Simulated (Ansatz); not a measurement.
System (SMILES): [C]F (C-F), doublet.
Atoms: C1, F2. Bonds: C1-F2.

Basis-set convergence of the optimised C1-F2 bond length at PBE0 with Ansatz (a first-principles code). All functions are spherical. The program fits the integrals of some runs and decomposes those of others, by size. Open shells are unrestricted. No added dispersion term, no relativity. Reference: the value in pcseg-4, 1.2662 Å, itself unsure by roughly 0.0003 Å (its mean distance from aug-pcseg-3, aug-cc-pVQZ, cc-pV5Z). Deviations are taken from unrounded values.

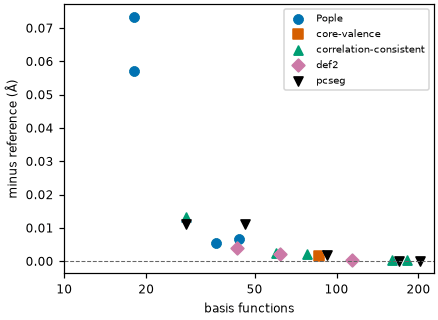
Figure. Deviation from the reference against the number of basis functions, by family of sets.

```csv
basis,functions,optimised C1-F2 bond length (Å),minus reference (Å)
3-21G,18,1.3234,0.0572
6-31G,18,1.3396,0.0734
cc-pVDZ,28,1.2796,0.0134
pcseg-1,28,1.2773,0.0111
6-311G**,36,1.2715,0.0053
def2-SVPD,43,1.2703,0.0041
6-311+G**,44,1.2728,0.0066
aug-pcseg-1,46,1.2775,0.0113
cc-pVTZ,60,1.2687,0.0025
def2-TZVPP,62,1.2683,0.0021
jun-cc-pV(T+d)Z,78,1.2685,0.0023
cc-pCVTZ,86,1.2679,0.0017
aug-pcseg-2,92,1.2680,0.0018
def2-QZVPP,114,1.2667,0.0005
aug-cc-pVQZ,160,1.2667,0.0005
aug-pcseg-3,170,1.2662,0.0000
cc-pV5Z,182,1.2665,0.0003
pcseg-4,202,1.2662,0.0000
```
